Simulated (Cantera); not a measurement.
Feed: 1 mol SiCl₄, 0.36 mol H₂, at 1 atm.

Equilibrium computed with Cantera from the NASA thermochemical tables; the gas is ideal and each condensed phase is pure. Candidate condensed phases: Si; 19 gas species. The tables' values for SiCl₃ are old estimates; treat these amounts as uncertain. The numbers say what is thermodynamically allowed, not how fast it happens.

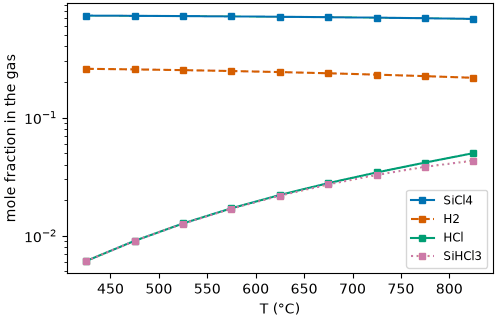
Fig. 1. Equilibrium gas composition (values under 1e-9 drawn at 1e-9)

From 425 °C to 825 °C nothing is condensed. The main Si-bearing gas is SiCl₄ throughout.
